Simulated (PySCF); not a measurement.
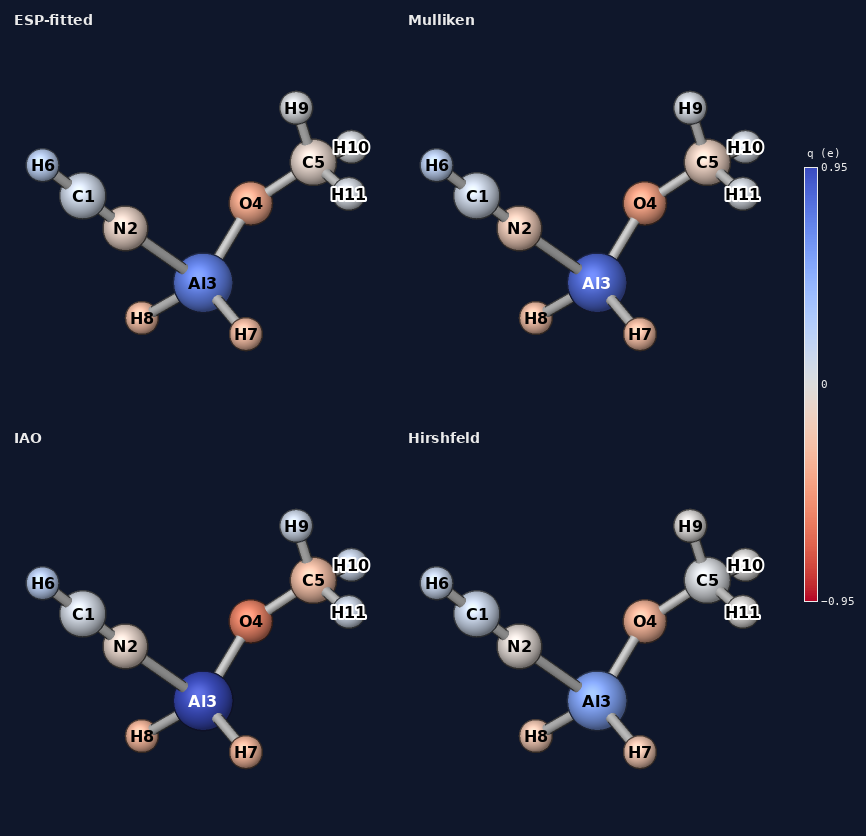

Atomic charges of one calculation by 4 schemes, on one colour scale. The computed structure is the end point of a PBE0-D3(BJ)/def2-SVP optimisation. No frequency run is at hand to confirm it as a minimum. Method: PBE0/STO-3G (PySCF 2.14.0).

Which scheme gives the most polar picture (largest mean size of the charges)?

The IAO charges are the largest in size here, and the Hirshfeld charges the smallest.

On which atom do the schemes disagree most?

On Al3 (from 0.52 to 0.95 e).

List the charges (e), one line for each set of equivalent atoms.

```tsv
atom	ESP-fitted	Mulliken	IAO	Hirshfeld
C1	0.09	0.09	0.06	0.11
N2	−0.11	−0.17	−0.09	−0.04
Al3	0.71	0.81	0.95	0.52
O4	−0.38	−0.42	−0.56	−0.32
C5	−0.08	−0.13	−0.25	0.02
H6	0.21	0.20	0.21	0.13
H7	−0.27	−0.27	−0.31	−0.21
H8	−0.27	−0.26	−0.31	−0.20
H9	0.03	0.05	0.10	−0.01
H10	0.03	0.06	0.11	0.00
H11	0.05	0.05	0.09	−0.01
```
